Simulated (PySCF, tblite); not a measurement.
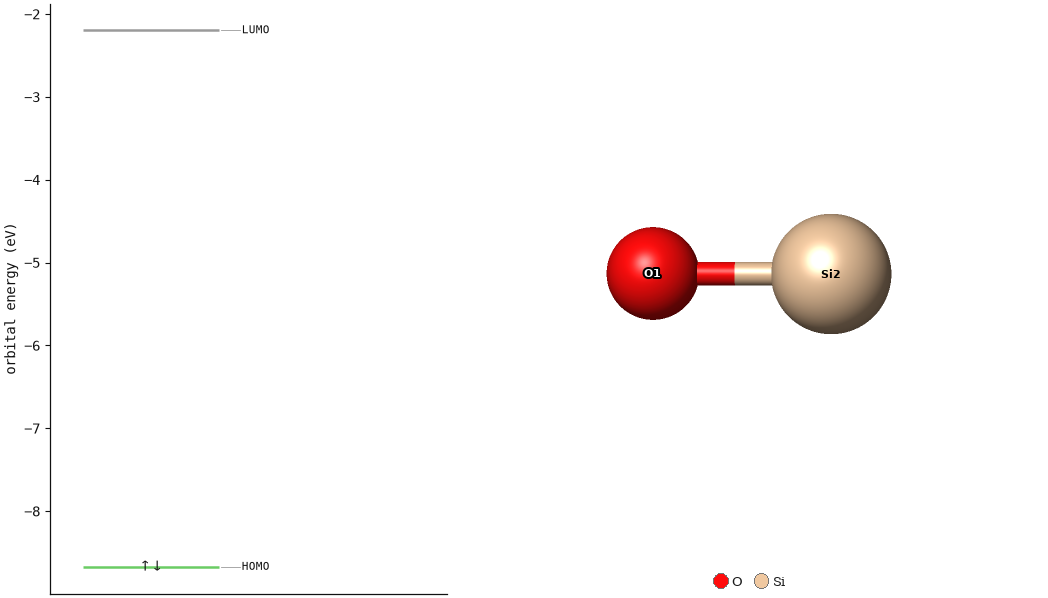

SiO. Kohn-Sham orbital energies near the frontier, B3LYP/def2-SVPD in PySCF 2.14.0, at a GFN2-xTB geometry (a minimum by its frequencies), isolated molecule; empty levels in grey, levels within 0.03 eV side by side.

**Where do the frontier orbitals lie?**

HOMO at −8.67 eV, LUMO at −2.20 eV, 6.48 eV apart.

**On which atoms do HOMO and LUMO mostly sit?**

HOMO: Si2 57 %, O1 43 %. LUMO: Si2 75 %, O1 25 % (Löwdin shares).

**List the levels with the atoms that carry most of them (a dash for levels above zero or within 0.03 eV of another, where shares mean little).**

```csv
orbital,energy (eV),Löwdin shares
LUMO,−2.20,"Si2 75 %, O1 25 %"
HOMO,−8.67,"Si2 57 %, O1 43 %"
```

Known limits of this run: the tight-binding geometry is rougher than a DFT one and adds to the error.
